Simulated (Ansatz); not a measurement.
## Tc of GaCuW in the AlB2 type from its phonons

What Tc do the phonons of GaCuW in the AlB2 type give, and how does it depend on μ*? The cell shown first is a relaxed one, from steps not shown here.

Calculated with Ansatz 0.2.0; DFT PBE, scalar-relativistic, plane waves, PAW; PAW set soft_1.

The structure was built from a prototype and need not be the compound's stable phase.

## (1) The cell after earlier relaxation steps

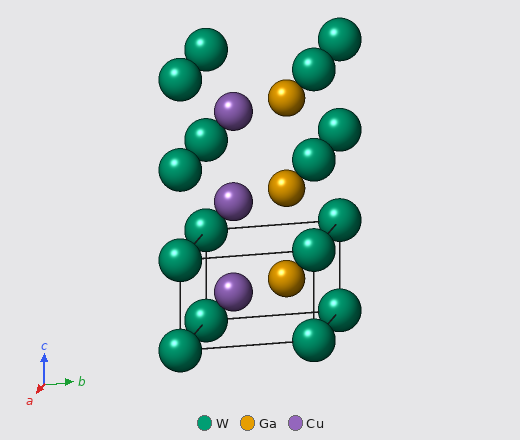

The starting structure, seen slightly off an axis (tungsten teal, gallium orange, copper purple). 1×1×3 cells are drawn. Some periodic images of atoms are drawn too.

As a file:

```cif
data_structure
_symmetry_space_group_name_H-M 'P 1'
_symmetry_Int_Tables_number 1
_cell_length_a 4.2302
_cell_length_b 4.2302
_cell_length_c 2.7598
_cell_angle_alpha 90.000
_cell_angle_beta 90.000
_cell_angle_gamma 120.000
_cell_volume 42.77
loop_
_atom_site_label
_atom_site_type_symbol
_atom_site_fract_x
_atom_site_fract_y
_atom_site_fract_z
_atom_site_occupancy
W1 W 0.00000 0.00000 0.00000 1
Ga2 Ga 0.33333 0.66667 0.50000 1
Cu3 Cu 0.66667 0.33333 0.50000 1
```

## (2) Coupling and resistivity: q 3×3×3, k 6×6×9, scattering 8×8×12

The run that gives the couplings also evaluates McMillan's and Allen and Dynes's formulas and, where asked, the Eliashberg equations, over a range of μ*.

input.yaml reads:

```yaml
crystal:
  lattice:
    - [4.2302088612, 0.0, 0.0]
    - [-2.1151044306, 3.6634683371, 0.0]
    - [0.0, 0.0, 2.7597669953]
  atoms:
    - { symbol: W, position: [0.0, 0.0, 0.0] }
    - { symbol: Ga, position: [0.3333333333, 0.6666666667, 0.5] }
    - { symbol: Cu, position: [0.6666666667, 0.3333333333, 0.5] }
kpoints:
  mp_grid: { grid: [6, 6, 9] }
hamiltonian:
  xc: pbe
  pseudopotentials: { kind: paw, azcp: { folder: soft_1 } }
scf:
  occupations: { method: methfessel_paxton, width: 0.2 }
output:
  eigenvalues: true
phonons:
  method: dfpt
  qmesh: [3, 3, 3]
  temperatures: { t_max: 1000, t_step: 50 }
  qpath:
    path:
      - [[0.0, 0.0, 0.0], [0.5, 0.0, 0.0], [0.33333333, 0.33333333, 0.0], [0.0, 0.0, 0.0], [0.0, 0.0, 0.5], [0.5, 0.0, 0.5], [0.33333333, 0.33333333, 0.5], [0.0, 0.0, 0.5]]
      - [[0.5, 0.0, 0.5], [0.5, 0.0, 0.0]]
      - [[0.33333333, 0.33333333, 0.5], [0.33333333, 0.33333333, 0.0]]
    npoints: 10
  electrical_resistivity:
    mesh: [8, 8, 12]
    temperatures: [20.0, 50.0, 77.0, 100.0, 150.0, 200.0, 300.0, 400.0, 600.0, 800.0]
  superconductivity: { mesh: [8, 8, 12] }
```

Started as:

```console
$ ansatz run input.yaml --threads 4 --pin off --max-ram 12288MiB --backend cpu --events-out ev --progress --plain --runs-dir out
```

Numbers of over 12 decimals in the logs are rounded to 6 here.

The program printed:

```text
Warning: phonons: the dynamical matrix that this run interpolates holds no multipole term above the dipole-dipole one, and a site of this crystal is no centre of inversion, so its interpolated transverse optical and acoustic branches and sound speeds can stay off near Gamma, and the density of states and the thermodynamics with them. What a run solves at a wave vector of phonons.qpoints, Gamma apart, where the deck admits one, is free of this, and under fd what a larger phonons.supercell samples
Engine: ansatz 0.2.0, aarch64-unknown-linux-gnu
Pseudopotentials: kind: paw
Pseudopotential: W, paw, valence charge 14, recommended cutoff 420 eV (normal), soft_1/W.paw.azcp
Pseudopotential: Ga, paw, valence charge 13, recommended cutoff 420 eV (normal), soft_1/Ga.paw.azcp
Pseudopotential: Cu, paw, valence charge 19, recommended cutoff 420 eV (normal), soft_1/Cu.paw.azcp
Functional definition: PBE
  parameter kappa = 0.804
  parameter beta = 0.066725
  exchange = pbe_x(kappa = kappa, mu = beta*pi^2/3)
  correlation = pbe_c(beta = beta)
Crystal: 3 atoms, lattice volume = 42.769 Å³
Basis set: ecut = 420 eV, 843 PW (Γ), exchange–correlation on 60×60×40 points (8 copies of the dense FFT grid, shifted against one another)
Bands: 28, of which v1, the nominal top of the filled ones, is band 23 counted from 1 (22 counted from 0)
Symmetry: 12 space group operations
k-points: 35 of 324 (time reversal used)
Non-local potential: W, projectors of the file, l = 0: 3, l = 1: 2, l = 2: 2, l = 3: 1
Non-local potential: Ga, projectors of the file, l = 0: 2, l = 1: 2, l = 2: 3, l = 3: 1
Non-local potential: Cu, projectors of the file, l = 0: 3, l = 1: 2, l = 2: 3, l = 3: 1
PAW form: soft (Blöchl's): semilocal exchange-correlation on the pseudo side does not see the compensation charge
PAW one-centre angular grid: W, 590 points (default); XC on 64 Gauss nodes
PAW one-centre angular grid: Ga, 590 points (default); XC on 64 Gauss nodes
PAW one-centre angular grid: Cu, 590 points (default); XC on 64 Gauss nodes
Initial density: superposition of atomic densities (chi_scale 0.1, normalization cell, long waves kept (reshape's long-wave potential 0.00 eV rms))
Initial wavefunctions: pseudopotential atomic-orbital guess
Functional: x = pbe(κ = 0.804, μ = 0.219515), c = pbe(β = 0.066725)
SCF iter   1: F=—  HF=-20794.862743 eV  |F-HF|=—  |Δ(HF+E_count)|=         —  Δρ=1.68e-1  dr2=8.69e0  ethr=3.10e-3  ⟨swp⟩=4.1  Hψ=3307  notcnv=0
preconditioner: auto → none  [metal: Δε(μ)=0.016 eV  Ē_g=10.926 eV  σ=0.200 eV  W_gap=0.07  n_scr=8 (ndim 8)  ℏωp=31.1 eV  f_vac=0.000  D(μ)=2.48/eV (n_scr^D=26)  sad-step TF]
SCF iter   2: F=—  HF=-20793.906791 eV  |F-HF|=—  |Δ(HF+E_count)|=   9.56e-1  S|Δr|=    0.00e0  Δρ=7.15e-2  dr2=2.14e0  ethr=3.10e-3  ⟨swp⟩=2.0  Hψ=1709  notcnv=0  defer=5
SCF iter   3: F=—  HF=-20793.459253 eV  |F-HF|=—  |Δ(HF+E_count)|=   4.48e-1  S|Δr|=    0.00e0  Δρ=3.67e-2  dr2=3.48e-1  ethr=3.10e-3  ⟨swp⟩=2.2  Hψ=1740  notcnv=0  defer=5
SCF iter   4: F=—  HF=-20793.388537 eV  |F-HF|=—  |Δ(HF+E_count)|=   7.07e-2  S|Δr|=    0.00e0  Δρ=4.26e-3  dr2=7.34e-3  ethr=7.57e-4  ⟨swp⟩=2.0  Hψ=1500  notcnv=0  defer=5
SCF iter   5: F=—  HF=-20793.389162 eV  |F-HF|=—  |Δ(HF+E_count)|=   6.25e-4  S|Δr|=    0.00e0  Δρ=2.19e-3  dr2=1.07e-3  ethr=1.60e-5  ⟨swp⟩=2.0  Hψ=1499  notcnv=0  defer=5
SCF iter   6: F=—  HF=-20793.389092 eV  |F-HF|=—  |Δ(HF+E_count)|=   6.99e-5  S|Δr|=    0.00e0  Δρ=8.73e-4  dr2=1.93e-4  ethr=2.33e-6  ⟨swp⟩=2.0  Hψ=1497  notcnv=0  defer=5
SCF iter   7: F=—  HF=-20793.389068 eV  |F-HF|=—  |Δ(HF+E_count)|=   2.49e-5  S|Δr|=    0.00e0  Δρ=3.12e-4  dr2=2.49e-5  ethr=4.20e-7  ⟨swp⟩=2.0  Hψ=1492  notcnv=0  defer=5
SCF iter   8: F=—  HF=-20793.389062 eV  |F-HF|=—  |Δ(HF+E_count)|=   5.21e-6  S|Δr|=    0.00e0  Δρ=6.41e-5  dr2=1.32e-6  ethr=5.40e-8  ⟨swp⟩=2.0  Hψ=1456  notcnv=0  defer=5
SCF iter   9: F=—  HF=-20793.389067 eV  |F-HF|=—  |Δ(HF+E_count)|=   4.47e-6  S|Δr|=    0.00e0  Δρ=4.39e-6  dr2=6.35e-9  ethr=2.87e-9  ⟨swp⟩=2.0  Hψ=1219  notcnv=0  defer=5
SCF iter  10: F=—  HF=-20793.389067 eV  |F-HF|=—  |Δ(HF+E_count)|=  8.00e-11  S|Δr|=    0.00e0  Δρ=7.01e-7  dr2=1.82e-10  ethr=1.38e-11  ⟨swp⟩=2.0  Hψ=1506  notcnv=0  defer=5
[...]
SCF 1 converged in 12 iterations: F = -20793.389067 eV  dr2 = 4.80e-13
  greatest PAW one-centre occupation: 0.999 electrons in one spin orbital (limit 2), on the Cu atom at site 2 (counted from 0), in its partial waves of l = 0
Initial density: read from a saved state, or passed on in memory by an earlier SCF of this step, an earlier step, the calling program or the single point that the run made first
[...]
eigensolver tolerance schedule: the retry pair's looser diagonalisation over-reported the residual by 109505.72 of it (diagonalisation noise at 0.24 of the residual, at the tolerance the schedule requests for it); recorded, not acted on — ethr = c·dr2/N_el stays at c = 1.0e-1
preconditioner: auto → none  [metal: Δε(μ)=0.049 eV  Ē_g=10.731 eV  σ=0.200 eV  W_gap=0.21  n_scr=8 (ndim 8)  ℏωp=31.1 eV  f_vac=0.000  D(μ)=2.54/eV (n_scr^D=26)]
[...]
SCF 2 converged in 3 iterations: F = -20793.389067 eV  dr2 = 5.33e-12
phonons: the bands overlap, so this run is a metal and interpolates without the dipole-dipole term. If the crystal is really an insulator or semiconductor, its LO-TO splitting is missing
NSCF: frozen V_eff on 35 k-points
NSCF: frozen V_eff on 65 k-points
DFPT response loops at q = (0, 0, 0) (fractional): preconditioner auto → Kerker (q_TF=auto, 2.762 Å⁻¹) (partly filled bands, converged f_vac=0.000); β = 1.00, the filter's whole step (`scf.mixing.beta` (0.50) is not read by the response loops under this deck's `scf.mixing.preconditioner`; to damp them name `kerker` or `kerker_dos`, under which they read `scf.mixing.beta`, and type it under 1.00, their step now; both keys bind the ground state too); Broyden in place of MSR1
NSCF: frozen V_eff on 234 k-points
DFPT response loops at q = (0, 0, 0.333333) (fractional): mixed as the last ones told, above
NSCF: frozen V_eff on 210 k-points
DFPT response loops at q = (0, 0.333333, 0) (fractional): mixed as the last ones told, above
NSCF: frozen V_eff on 378 k-points
DFPT response loops at q = (0, 0.333333, 0.333333) (fractional): mixed as the last ones told, above
NSCF: frozen V_eff on 210 k-points
DFPT response loops at q = (0.333333, 0.333333, 0) (fractional): mixed as the last ones told, above
NSCF: frozen V_eff on 378 k-points
DFPT response loops at q = (0.333333, 0.333333, 0.333333) (fractional): mixed as the last ones told, above
[...]
sum rule: each row above includes the acoustic sum rule's correction from the zone centre's row sums; it moved no ω² by more than (0.36 cm⁻¹)²
  mesh force constants: q→R imaginary residual 0.00e0; ASR residual 3.057e-5 → 0.000e0 eV/Å²; symmetrization residual 1.066e-14 eV/Å²
  interpolated dispersion: 93 rows × 9 modes
  density of states and harmonic sums: on the 18×18×24 q-mesh, interpolated from the force constants of a 3×3×3 supercell (no non-analytic term)
  largest difference from the sums on the solved wave vectors: F 2.79e-2 eV, S 3.74e-5 and C_V 9.54e-6 eV/K
  zero-point energy: 0.084370 eV/cell   skipped modes (ω ≤ 0): 3   left out of the sums: 4.29e-5 of the cell's modes: C_V's classical limit lies that fraction below 3 k_B per atom; for a crystal, a wire or a layer, F and S can be off by more, and a phonons.interpolated_qmesh denser along its periods is the remedy for the sampling
--- Electrical resistivity: potentials and phonons of a 3×3×3 supercell ---
  scattering by harmonic phonons alone, with no dipole-dipole term; scattering by other electrons, impurities, surfaces and spin disorder is left out, and so is spin–orbit coupling
  the resistivity is that of a variational response, whose dependence on the energy is improved iteratively
  at the Fermi level of each mesh (of a tensor a third of its trace):
           mesh   spin    states/(eV spin)  plasma energy (eV)         λ      λ_tr    ħω_log (meV)
         8×8×12                     1.1483              4.5122    0.4302    0.4640          13.662
          4×4×6                     0.9050              4.0768    0.3362    0.3940          13.714
  resistivity on the deck's mesh, µΩ·cm:
     T (K)       trace/3  mesh converged            xx            yy            zz    lowest order   relaxation time
     20.00     6.5488e-2              no     8.4900e-2     8.4901e-2     2.6662e-2       1.4102e-1         6.8860e-2
     50.00      2.1322e0              no      2.7061e0      2.7061e0     9.8431e-1        2.6755e0          2.1747e0
     77.00      5.3989e0              no      6.8272e0      6.8272e0      2.5423e0        6.0672e0          5.5089e0
    100.00      8.3226e0              no      1.0508e1      1.0508e1      3.9511e0        9.0433e0          8.4904e0
    150.00      1.4469e1              no      1.8232e1      1.8232e1      6.9407e0        1.5346e1          1.4754e1
    200.00      2.0302e1              no      2.5545e1      2.5545e1      9.8138e0        2.1411e1          2.0696e1
    300.00      3.1415e1              no      3.9432e1      3.9432e1      1.5382e1        3.3145e1          3.2012e1
    400.00      4.2147e1              no      5.2789e1      5.2789e1      2.0862e1        4.4639e1          4.2933e1
    600.00      6.3243e1              no      7.8946e1      7.8946e1      3.1837e1        6.7454e1          6.4384e1
    800.00      8.4406e1              no      1.0512e2      1.0512e2      4.2982e1        9.0417e1          8.5907e1
  mean free path at 20 K (of a tensor a third of its trace): 2931 nm by what each carries, 1942 by the Fermi surface alone
  mean free path at 50 K (of a tensor a third of its trace): 70.9 nm by what each carries, 57.5 by the Fermi surface alone
  mean free path at 77 K (of a tensor a third of its trace): 26.5 nm by what each carries, 22.6 by the Fermi surface alone
  mean free path at 100 K (of a tensor a third of its trace): 16.8 nm by what each carries, 14.6 by the Fermi surface alone
  mean free path at 150 K (of a tensor a third of its trace): 9.51 nm by what each carries, 8.40 by the Fermi surface alone
  mean free path at 200 K (of a tensor a third of its trace): 6.76 nm by what each carries, 5.97 by the Fermi surface alone
  mean free path at 300 K (of a tensor a third of its trace): 4.39 nm by what each carries, 3.85 by the Fermi surface alone
  mean free path at 400 K (of a tensor a third of its trace): 3.30 nm by what each carries, 2.86 by the Fermi surface alone
  mean free path at 600 K (of a tensor a third of its trace): 2.24 nm by what each carries, 1.90 by the Fermi surface alone
  mean free path at 800 K (of a tensor a third of its trace): 1.71 nm by what each carries, 1.42 by the Fermi surface alone
  the resistivity times a path that all electrons share, by the Fermi surface of the deck's mesh alone (a third of the trace): 1.188e-15 Ω·m²
  not converged in the mesh (λ; λ_tr; the resistivity at 20 K by 4.42 %; the resistivity at 50 K by 8.33 %; the resistivity at 77 K by 9.27 %; the resistivity at 100 K by 9.55 %; the resistivity at 150 K by 10.04 %; the resistivity at 200 K by 10.59 %; the resistivity at 300 K by 11.77 %; the resistivity at 400 K by 12.90 %; the resistivity at 600 K by 14.62 %; the resistivity at 800 K by 15.52 %): between neighbouri [...]
  vibrations of 27 cells: unjudged by the run; compare a larger repeat
  the changes of the potential over all sites missed a rigid shift's by 0.00 % (the site terms' by 0.02 %)
  at the force constants' own smearing the fine mesh and the k-points of their solves give squared frequencies that differ by 12.4 % of the larger at the most, at (0.3333, 0.3333, 0.3333)
--- Superconductivity: potentials and phonons of a 3×3×3 supercell ---
           mesh         λ    ħω_log (meV)  μ* declared at (meV)
         8×8×12    0.4302          13.662               15.651
          4×4×6    0.3362          13.714               15.805
  λ by the species' shares of the modes' patterns: W 0.2163, Ga 0.0940, Cu 0.1198
  with the Fermi level up to 32.8 meV (the hardest mode) off, states and modes as they are: density of states 1.1138 to 1.2175 /eV of one spin and cell, λ 0.4286 to 0.4673
  transition temperature on the deck's mesh (K), isotropic and anisotropic, restricted to the Fermi surface (FSR) and over the full bandwidth (FBW), and the last with the density of states resolved in a narrower window:
        μ*   McMillan   Allen–Dynes      iso. FSR      iso. FBW    aniso. FSR    aniso. FBW  narrow window
      0.08      1.434         1.461         1.355         1.375         1.604         1.681          1.677
      0.10      0.983         1.000         0.904         0.916         1.128         1.182          1.179
      0.12      0.629         0.639         0.565         0.571         0.758         0.793          0.792
      0.13      0.488         0.495         0.434         0.438         0.610         0.637          0.637
      0.14      0.368         0.374         0.325         0.328         0.483         0.505          0.505
      0.16      0.191         0.194         0.168         0.169         0.289         0.302          0.302
      0.20      0.029         0.030    none_found    none_found    none_found    none_found     none_found
  none_found: no transition down to 0.1 K
  isotope coefficients −∂ln Tc/∂ln M under μ* = 0.13, the force constants as they are, of the isotropic transitions restricted to the Fermi surface and over the full bandwidth: W 0.207 and 0.212, Ga 0.028 and 0.029, Cu 0.032 and 0.033
  gaps at the Fermi level over the full bandwidth under μ* = 0.1, 0.295 K: 0.065 to 0.469 meV
  gaps at the Fermi level over the full bandwidth under μ* = 0.13, 0.159 K: 0.025 to 0.269 meV
  gaps at the Fermi level over the full bandwidth under μ* = 0.16, 0.075 K: 0.007 to 0.135 meV
  not converged in the mesh (λ, the transition temperature): between neighbouring meshes, the two finest first, λ moves by 21.84 % and the anisotropic transition temperature over the full bandwidth at μ* = 0.13 by 83.38 %; converged means that the two finest part by at most 2.00 % and 5.00 %
  vibrations of 27 cells: unjudged by the run; compare a larger repeat
  the changes of the potential over all sites missed a rigid shift's by 0.00 % (the site terms' by 0.02 %)
  at the force constants' own smearing the fine mesh and the k-points of their solves give squared frequencies that differ by 12.4 % of the larger at the most, at (0.3333, 0.3333, 0.3333)
[key lines of the parts left out:]
SCF converged after 12 iterations
Free energy (F): -20793.389067 eV
Fermi energy:    17.337506 eV
```

Run time: 8.1 min. Hardware: 4 threads of Arm Neoverse V2, shared host; peak memory 5.3 GiB.

This step gave:

| Property | Result |
| --- | --- |
| volume per atom | 14.26 Å³/atom |
| metallic on mesh | yes |
| gap on the k-mesh | 0 eV |
| zero point energy | 0.08437 eV/cell |
| share of imaginary modes in the plain interpolation between solved wavevectors | 0 |
| highest frequency, solved or plainly interpolated | 264.7 cm⁻¹ |
| Debye temperature (second moment) | 302 K |
| resistivity at 300 K | 31.42 μΩ cm, mean of the axes |
| coupling constant λ | 0.4302 |
| density of states at the Fermi level | 1.148 states/eV a spin and cell |
| log mean phonon energy ħω_log | 13.66 meV |
| transport coupling constant λ_tr | 0.4711, 0.4711, 0.4497 (xx, yy, zz) |
| Drude plasma energy | 3.66, 3.66, 5.856 eV (xx, yy, zz) |
| resistivity times mean free path | 14.65, 14.65, 6.325 × 10⁻¹⁶ Ω m² (xx, yy, zz) |
| second-moment phonon energy ħω₂ | 15.65 meV |

An empty cell: under 1 mK by a formula, or no transition down to the floor of the Eliashberg search. Transition temperatures:

```
  μ*  McMillan Tc (K)  Allen–Dynes Tc (K)  isotropic Fermi-surface Tc (K)  isotropic full bandwidth Tc (K)  anisotropic Fermi-surface Tc (K)  anisotropic full bandwidth Tc (K)  anisotropic narrow window Tc (K)
0.08             1.43                1.46                            1.35                             1.37                               1.6                               1.68                              1.68
 0.1            0.983                   1                           0.904                            0.916                              1.13                               1.18                              1.18
0.12            0.629               0.639                           0.565                            0.571                             0.758                              0.793                             0.792
0.13            0.488               0.495                           0.434                            0.438                              0.61                              0.637                             0.637
0.14            0.368               0.374                           0.325                            0.328                             0.483                              0.505                             0.505
0.16            0.191               0.194                           0.168                            0.169                             0.289                              0.302                             0.302
 0.2           0.0294              0.0297                               -                                -                                 -                                  -                                 -
```

[end of part 1 of 3]

[Logs are printed without paths, hosts, clocks, repeated set-up lines and the standing remarks that a program may print on its own settings, such as how far it seeks lower states.]

[Hosts, paths, dates, database ids (printed as entryN), source tags and the programs' standing remarks are cut or masked in the printed files.]
